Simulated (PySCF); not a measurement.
ZrF (quartet)

| atom | x (Å) | y (Å) | z (Å) |
| --- | --- | --- | --- |
| Zr | 0.0000 | 0.0000 | -0.3288 |
| F | 0.0000 | 0.0000 | 1.5562 |

Core potentials replace the inner electrons of Zr.

Theory: PySCF, PBE0/def2-TZVPPD, non-relativistic Hamiltonian with scalar-relativistic core potentials where named, at a bond length of 1.885 Å.

What can the converged electron density, electron localisation function and spin density tell about the bonding?

Zr–F (1.88 Å): the density is about 1 e/Å³ at the midpoint; the ELF peaks at about 0.85 in the valence shell of F, 0.6 Å from its nucleus, and drops to about 0.25 between the two atoms.
The unpaired spin (3 electrons) lies mostly on Zr1 (about 3.0), in electrons by Hirshfeld's partition.

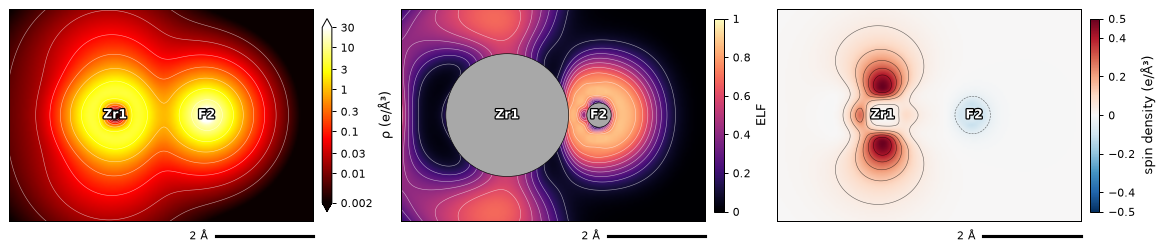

Computed electron density, electron localisation function and spin density on a plane that holds the molecular axis, in this order. Grey discs cover the atomic cores in the ELF map. 
